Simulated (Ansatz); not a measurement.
C₃H₇FOSi

Input

```
crystal:
  periodic: [false, false, false]
  atoms:
    - { symbol: C, position_ang: [2.03, -0.0427, -0.0495] }
    - { symbol: O, position_ang: [0.8454, -0.7668, -0.2823] }
    - { symbol: C, position_ang: [-0.2001, 0.1506, -0.5048] }
    - { symbol: Si, position_ang: [-1.2526, 0.4924, 1.0352] }
    - { symbol: C, position_ang: [-1.5314, -0.5034, -0.5473] }
    - { symbol: F, position_ang: [-1.5065, -1.8714, -0.3371] }
    - { symbol: H, position_ang: [2.3239, 0.5429, -0.9492] }
    - { symbol: H, position_ang: [2.8473, -0.7611, 0.1658] }
    - { symbol: H, position_ang: [1.9286, 0.6271, 0.8341] }
    - { symbol: H, position_ang: [-0.0577, 0.9441, -1.2728] }
    - { symbol: H, position_ang: [-2.0924, 1.6989, 1.0131] }
    - { symbol: H, position_ang: [-1.0789, -0.4205, 2.1748] }
    - { symbol: H, position_ang: [-2.2557, -0.09, -1.2799] }
basis:
  gaussian:
    orbitals: "6-31G*"
hamiltonian:
  xc: lc_wpbe
output:
  orbitals: {}
```

Launched as:

```sh
python energy.py
```

The calculation used SCF lc_wpbe, Gaussian basis in Ansatz.

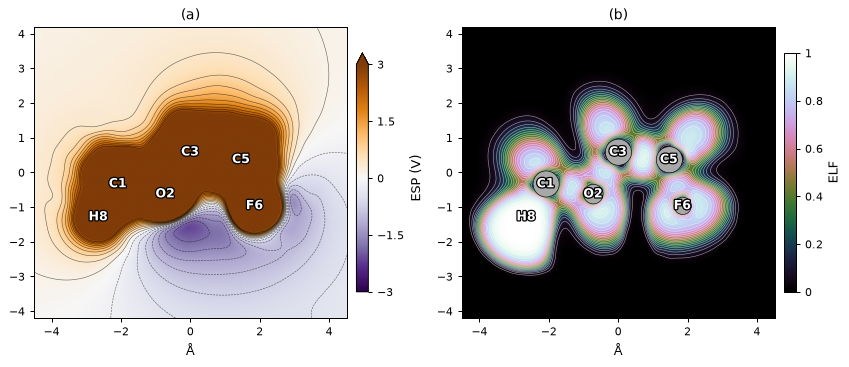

Figure 1. (a) molecular electrostatic potential; (b) ELF on the plane of atoms C3, C5 and F6. Grey discs cover the atomic cores in the ELF map.

Q: Interpret the plot.

A: The plane passes through C, O, F and H nuclei.
C–F (1.38 Å): the ELF peaks at about 0.85 between the atoms: a polar covalent bond.
C–O (1.41 Å): the ELF peaks at about 0.90 between the atoms; a polar covalent bond.
C–C (1.48 Å): the ELF peaks at about 0.95 between the atoms: localised, covalent bonding.
C–H (1.11 Å): the ELF climbs to about 1 towards the hydrogen, as it does in any bond to H: an ordinary covalent bond to hydrogen.
The ELF also peaks beside O2 and F6, away from the bonds: lone-pair regions.
Outside the dense part of the molecule the potential is most negative (−2.1 V) near O2.

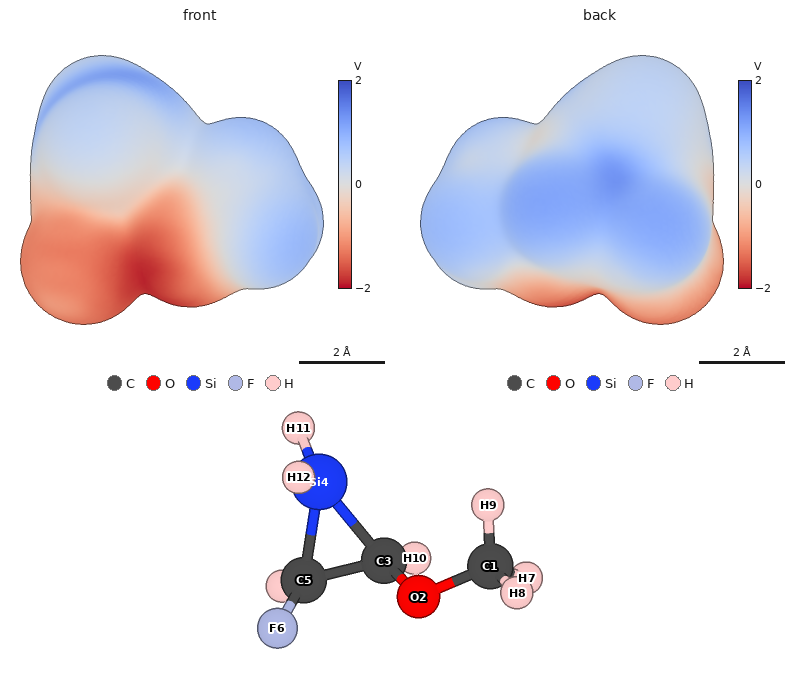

Figure 2. The electrostatic potential painted on the density surface at 0.002 e/bohr³, seen from the front and from behind; the colour scale runs from red (negative) to blue (positive). The bare structure is drawn below in the same view.

Q: Which sites attract a positive test charge, and which a negative one?

A: A positive charge is drawn to the negative regions and a negative charge to the positive ones. The most negative region (about −1.8 V) lies over O2 and F6, the most positive (about +1.2 V) over C3, Si4 and C5.

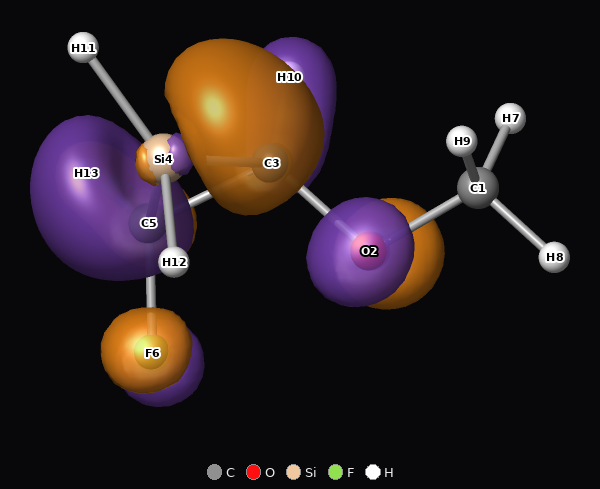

Figure 3. The HOMO at ±0.15 Å⁻³ᐟ² (orange and purple are the two phases), seen from one side.

Q: Where does this orbital lie, and at what energy?

A: It lies mainly on Si4 (about 35 %), C5 (about 15 %), O2 (about 15 %), C3 (about 15 %) and F6 (about 10 %). Its energy is −8.64 eV.

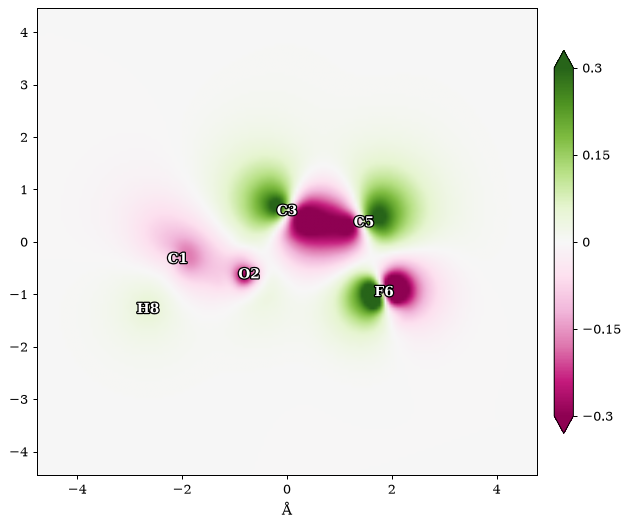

Figure 4. The HOMO−1 on the plane of atoms C3, C5 and F6 (values in Å⁻³ᐟ²; the overall sign is arbitrary).

Q: What is the character of this orbital?

A: It lies mainly on O2 (about 25 %), C5 (about 20 %), F6 (about 15 %), C3 (about 15 %) and Si4 (about 10 %). Its energy is −10.14 eV.
